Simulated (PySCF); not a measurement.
# GeH₆OSi: geometry, electronic excitations

Wanted: the electronic excitations of GeH₆OSi (`[SiH3][O][GeH3]`), by calculation.

Programs: PySCF 2.14.0, with density-fitted response routines of our own. Each step states its level of theory. These are calculated values for one molecule in the gas phase, unless marked as measured. Atoms are numbered from 0 throughout.

## Step 1: The starting structure

9 atoms, charge 0, multiplicity 1; geometry from: GFN2-xTB. The atoms were then displaced at random by about 0.01 Å, so the start is not that level's minimum.

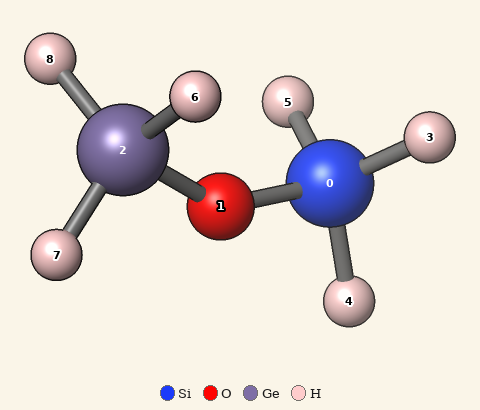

As it starts; silicon blue, oxygen red, germanium purple, hydrogen pink, atoms numbered; sticks join atoms by distance.

## Step 2: Relaxing the molecule at PBE0-D3(BJ)/def2-SVP

Job settings and geometry (Å):

```
{"job": {"xc": "PBE0", "basis": "def2-SVP", "d3": "d3bj", "grid": 1, "shake": 0.01, "kind": "geom"}, "charge": 0, "multiplicity": 1}
Si     1.603040     0.140010     0.288230
O      0.084790     0.230710    -0.363650
Ge    -1.611240    -0.151190    -0.235870
H      1.996620    -1.235410     0.457260
H      2.391010     0.843650    -0.727320
H      1.573640     0.856800     1.575440
H     -1.702820    -1.644400    -0.143750
H     -2.161800     0.419520    -1.488010
H     -2.115430     0.523160     1.031170
```

Started as:

```
> OMP_NUM_THREADS=1 python probes_run.py task.json out
```

One launch serves the whole session: the jobs run in the order shown.

**Question.** This job is followed by: TDDFT PBE0/aug-cc-pVTZ, vertical, gas phase, core orbitals frozen in the response; TDDFT PBE0/def2-TZVPD, vertical, gas phase, core orbitals frozen in the response. What will the session give for the following? rotational constants (main isotopes); lowest singlet (PBE0/aug-cc-pVTZ); brightest single state of those computed; lowest triplet; range of the lowest singlet.

As calculated:

| quantity | value |
| --- | --- |
| rotational constants (main isotopes) | 28.74, 2.02, 1.98 GHz |
| lowest singlet (PBE0/aug-cc-pVTZ) | 6.48 eV (191 nm), f = 0.001 |
| brightest single state of those computed | state 4, 7.58 eV, f = 0.089 |
| lowest triplet | 6.15 eV |
| range of the lowest singlet | 6.48 to 6.53 eV |

**Reading.** The optimisation took 7 steps and gained 0.206 eV; among the close pairs (by a distance rule), Si0–H3 changed most, from 1.441 to 1.497 Å. No frequency check was run at this level, so the end point may be a saddle. The lowest singlet, at 6.48 eV, is HOMO→LUMO 0.97 and is dark; of the 10 states computed, the strongest absorption comes from state 4 at 7.58 eV. The lowest triplet lies 0.33 eV below the lowest singlet (triplets in Tamm-Dancoff, singlets in full TDDFT). The lowest singlet runs from 6.48 eV (PBE0/aug-cc-pVTZ) to 6.53 eV (PBE0/def2-TZVPD), while the orbital gap spans 7.88 to 7.97 eV. The lowest state need not be the same one in every run.
